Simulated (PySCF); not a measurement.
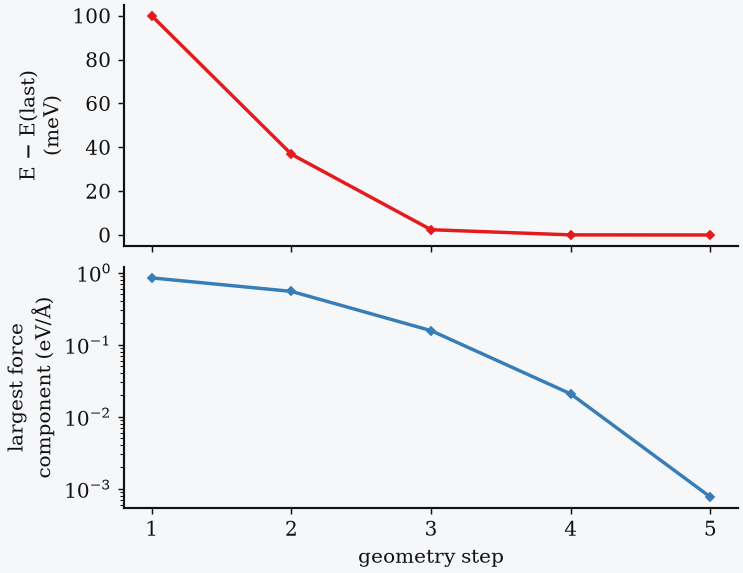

History of a geometry optimisation. The start has point group D∞h, which is kept. A held symmetry can leave a saddle point.

Cu2Te molecule; RKS-based B3LYP, Te def2-SVP with ECP28, Cu def2-SVP; non-relativistic Hamiltonian with scalar-relativistic core potentials; density fitting (PySCF).

### How did the optimisation end?

The optimisation met its thresholds at geometry 5, counting the start as the first. The energy fell by about 100 meV from the first step to the last. The largest force component goes from about 0.84 eV/Å at the start to 8 × 10⁻⁴ eV/Å at the end.
